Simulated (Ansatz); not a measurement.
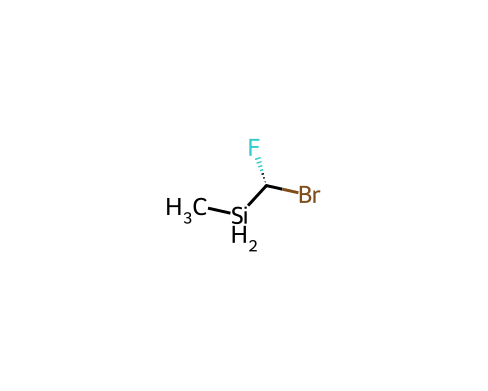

The geometry was computed by an optimisation with PBE0-D4/def2-TZVP. No frequency run is at hand to confirm it as a minimum. Level of theory: RKS B3LYP-D4/def2-TZVPP (Ansatz 0.2.0).

Computed properties:

The species is C2H6BrFSi (`C[SiH2][C@H](F)Br`).
- dipole moment: 1.62 D
- HOMO energy (Kohn–Sham orbital): −7.69 eV
- LUMO energy (Kohn–Sham orbital): −0.70 eV
- HOMO–LUMO gap: 6.99 eV
- dispersion correction: −40.5 kJ/mol
